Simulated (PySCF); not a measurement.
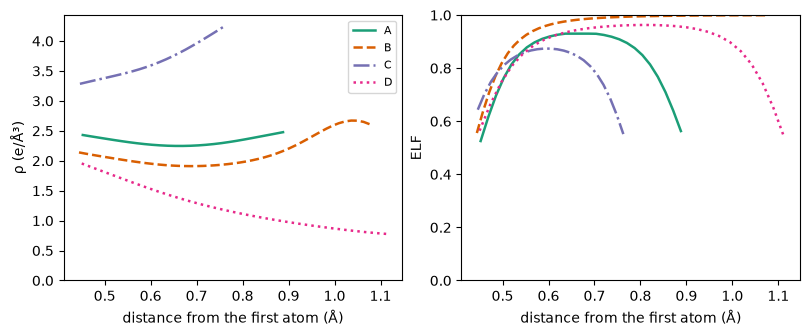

C7H11NSi2. Electron density and electron localisation function along straight lines between neighbouring atoms. The curves leave out the atomic cores.

Geometry: GFN2-xTB.

Method: PBE0/pcSseg-1, SCF density, gas phase, non-relativistic in PySCF.

```yaml
atoms:
  - { symbol: C, position_ang: [-1.2648, -0.5309, -1.7265] }
  - { symbol: Si, position_ang: [-0.1182, 0.3242, -0.4767] }
  - { symbol: C, position_ang: [-1.0257, 1.0028, 1.0489] }
  - { symbol: Si, position_ang: [-1.9498, -0.3018, 2.0899] }
  - { symbol: C, position_ang: [1.1037, 1.5501, -1.2478] }
  - { symbol: C, position_ang: [2.3573, 1.1011, -1.0955] }
  - { symbol: C, position_ang: [2.5123, -0.1714, -0.4246] }
  - { symbol: C, position_ang: [1.3758, -0.7732, -0.0161] }
  - { symbol: C, position_ang: [1.3156, -2.0025, 0.6267] }
  - { symbol: N, position_ang: [1.2048, -3.0206, 1.1529] }
  - { symbol: H, position_ang: [-0.7282, -0.8377, -2.6190] }
  - { symbol: H, position_ang: [-1.7101, -1.4161, -1.2839] }
  - { symbol: H, position_ang: [-2.0696, 0.1309, -2.0291] }
  - { symbol: H, position_ang: [-1.7357, 1.7586, 0.7150] }
  - { symbol: H, position_ang: [-0.3111, 1.5192, 1.6896] }
  - { symbol: H, position_ang: [-2.9832, -0.9200, 1.2557] }
  - { symbol: H, position_ang: [-2.5943, 0.3896, 3.2115] }
  - { symbol: H, position_ang: [-1.0110, -1.3031, 2.5836] }
  - { symbol: H, position_ang: [0.8887, 2.4854, -1.7357] }
  - { symbol: H, position_ang: [3.2372, 1.6241, -1.4429] }
  - { symbol: H, position_ang: [3.4974, -0.5914, -0.2765] }
```

Q: Which curve belongs to which contact (C–C, C–H, C–N and C–Si)? The first atom named is at distance zero.

A: Curve A: C–C (1.34 Å): ρ at the midpoint is about 2.2 e/Å³; the ELF peaks at about 0.95 between the atoms; a short, multiple covalent bond. Curve B: C–H (1.08 Å): ρ is about 2 e/Å³ halfway; the ELF climbs to about 1 towards the hydrogen, as it does in any bond to H: an ordinary covalent bond to hydrogen. Curve C: C–N (1.15 Å): ρ is about 3.5 e/Å³ halfway; the ELF peaks at about 0.85 between the atoms (a short, multiple covalent bond). Curve D: C–Si (1.89 Å): the density is about 0.92 e/Å³ at the midpoint; the ELF peaks at about 0.95 between the atoms (localised, covalent bonding).
